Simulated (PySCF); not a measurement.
## Electronic structure of H$_{7}$P$_{3}$Si$_{2}$ (SMILES P[SiH]1P[SiH2]P1) in real space

Input

```
{"job": {"kind": "nmr", "xc": "PBE0", "basis": "pcSseg-1"}, "charge": 0, "multiplicity": 1}
P      2.455746     0.809150    -0.107210
Si     0.722897    -0.570050     0.301180
P     -0.594978    -0.983817    -1.505541
Si    -2.178151    -0.054248    -0.184826
P     -0.886322     0.336641     1.629367
H      3.213653    -0.181305    -0.702329
H      3.023853     0.591509     1.133589
H      1.056195    -1.882560     0.878770
H     -0.270957     0.182135    -2.174289
H     -3.181486    -1.061568     0.145689
H     -2.758018     1.162191    -0.748265
H     -0.601233     1.651238     1.307838
```

Run with:

```sh
OMP_NUM_THREADS=1 python probes_run.py task.json out
```

Geometry: GFN2-xTB.

Computed with PBE0/pcSseg-1, SCF density, gas phase, non-relativistic (PySCF 2.14.0).

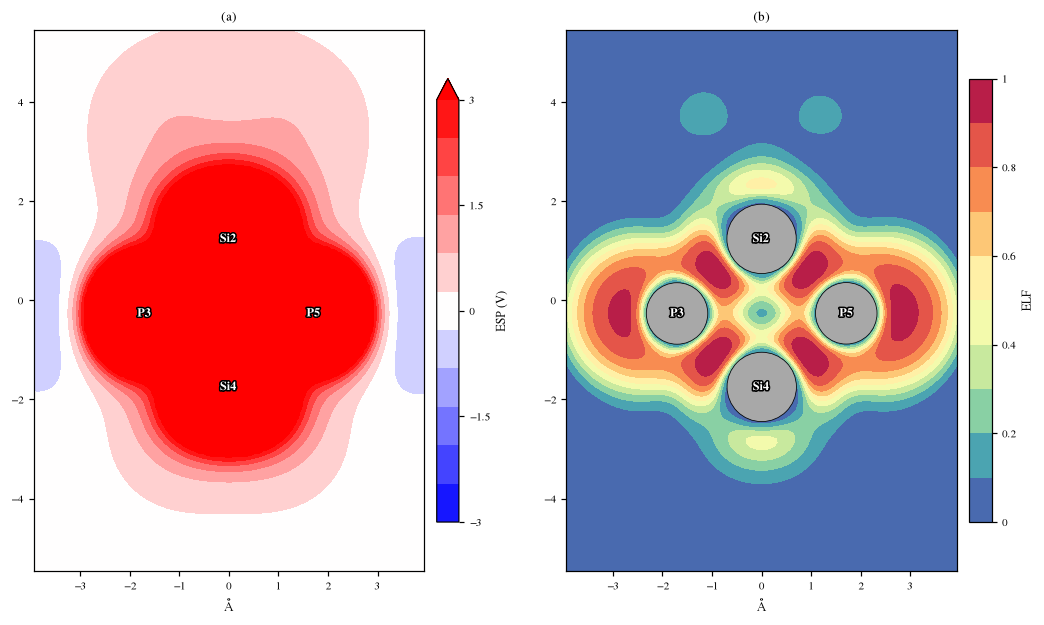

Figure 1. (a) molecular electrostatic potential; (b) electron localisation function on the plane of atoms Si2, P5 and Si4. Grey discs cover the atomic cores in the ELF map.

Question: What does the map show?

Answer: The section cuts through Si and P sites. Si–P (2.27 Å): the ELF peaks at about 0.95 between the atoms, as expected for localised, covalent bonding. The ELF also peaks beside P3 and P5, away from the bonds: lone-pair regions. Outside the dense part of the molecule the potential is most negative (−0.6 V) near P3 and P5.

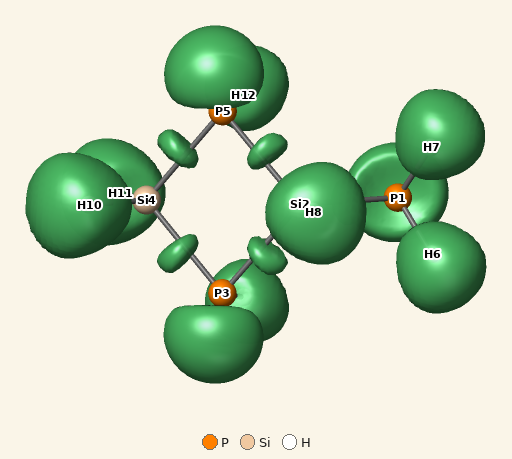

Figure 2. Isosurface of the ELF at 0.9 (green), seen across its widest extent. Only the valence region is drawn (cores and ρ < 0.01 e/Å³ removed).

Question: Describe the localisation domains.

Answer: At this value the surface marks out five regions between bonded P–Si atoms (shared pairs), seven regions around hydrogen nuclei and three lobes on P, pointing away from the bonds (lone pairs).


Si–P (2.25 Å): the ELF peaks at about 0.95 between the atoms: a covalent bond. P–H (1.38 Å): the ELF climbs to about 1 towards the hydrogen, as it does in any bond to H.

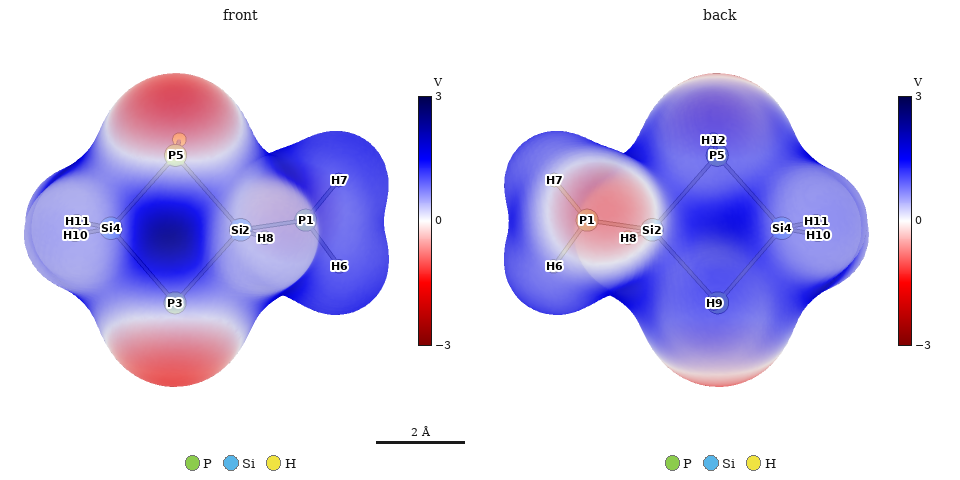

Figure 3. The electrostatic potential painted on the density surface at 0.004 e/bohr³, seen from the front and from behind; red is negative and blue positive.

Question: Where is the surface potential most negative and most positive?

Answer: The most negative region (about −1.1 V, or −25 kcal/mol for a unit charge) lies over P3 and P5, the most positive (about +2.3 V, or +53 kcal/mol for a unit charge) over Si2 and Si4.

Question: How polar is the molecule by this calculation?

Answer: Its dipole moment is 1.04 D.
